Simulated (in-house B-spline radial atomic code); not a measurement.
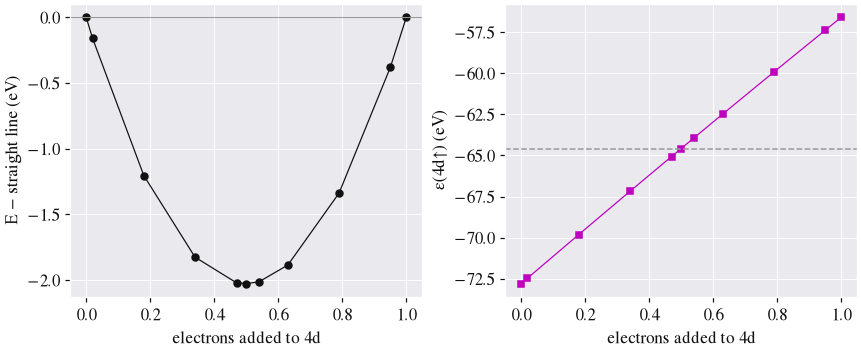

The calculation used an in-house B-spline radial code at this level: non-relativistic BLYP, spin-polarised, spherical fractional occupations, point nucleus, basis-set limit. The occupation of the 4d shell is varied from Rh⁵⁺ ([Kr] 4d4 (high spin)) to Rh⁴⁺ ([Kr] 4d5 (high spin)), with spherical fractional occupations. The plot shows the total energy less the straight line between the end points, and the eigenvalue of 4d↑ (the dashed line is minus the energy to take the whole electron out).

Question: What does the shape say about the method?

Answer: The curve is convex (below the straight line), with the largest deviation among the points computed, −2.03 eV, at 0.5. The end points differ by 64.6 eV, the energy to take the electron out. The eigenvalue, which is the slope of the energy (Janak's theorem), moves from −72.8 eV at 0 to −56.6 eV at 1; for a straight line it would stay constant, and a parabola would sag by an eighth of this change, scaled to a whole electron, 2.03 eV. Convexity is the mark of the delocalisation error, which puts fractional charges too low; for p, d and f shells the spherical spreading of the fraction adds to it.
